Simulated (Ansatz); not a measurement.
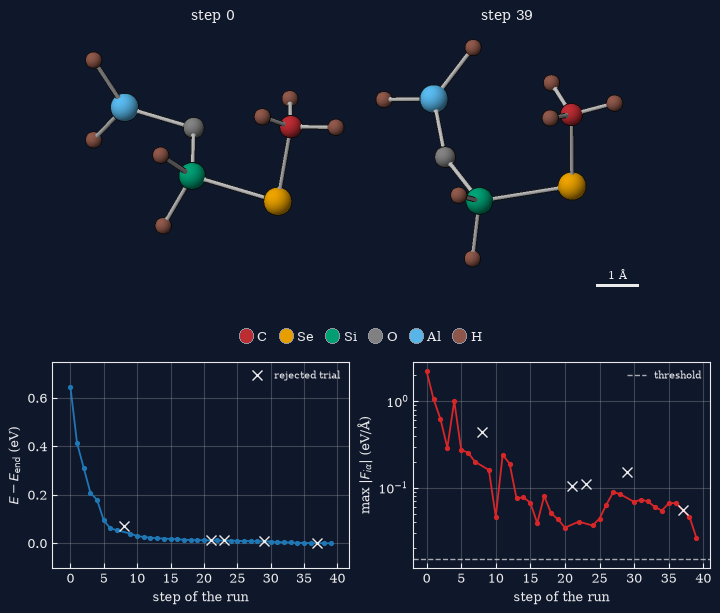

First and last geometry of a relaxation of CH$_{7}$AlOSeSi, with the history of the run. Style: ball-and-stick. Shown at a tilt.

The run prepares an end point of a later path (torsion) calculation, from a guessed geometry.

All numbers below come from RKS PBE0-D4/def2-SVP in Ansatz. Set-up: no spin polarisation; force threshold 0.015 eV/Å; at most 40 steps.

Read the history and describe the run.

Answer. The relaxation stopped without meeting its thresholds, so the last structure isn't shown to be converged. It used up its limit of 40 steps. The largest move after the best rigid fit is that of an H atom, 2.16 Å. By element the largest moves are H 2.16 Å, O 1.35 Å, Si 0.69 Å, Se 0.59 Å, C 0.49 Å, Al 0.42 Å. Among the contacts that change: Al–O 1.806 → 1.704 Å, C–H 1.168 → 1.098 Å, C–H 1.071 → 1.098 Å, Al–H 1.608 → 1.584 Å. Among the angles between lasting bonds that change: Si–O–Al 110.6° → 157.5°, C–Se–Si 90.2° → 97.0°, H–C–H 114.6° → 110.4°. Groups turn about O–Si by about 160°, Al–O by about 110°. The energy falls by 0.646 eV in 34 accepted moves (39 points after the start). Largest force component: 2.2 eV/Å at the start, 0.026 eV/Å at the end. The line search rejected the trial steps at points 8, 21, 23, 29, 37 of the run.
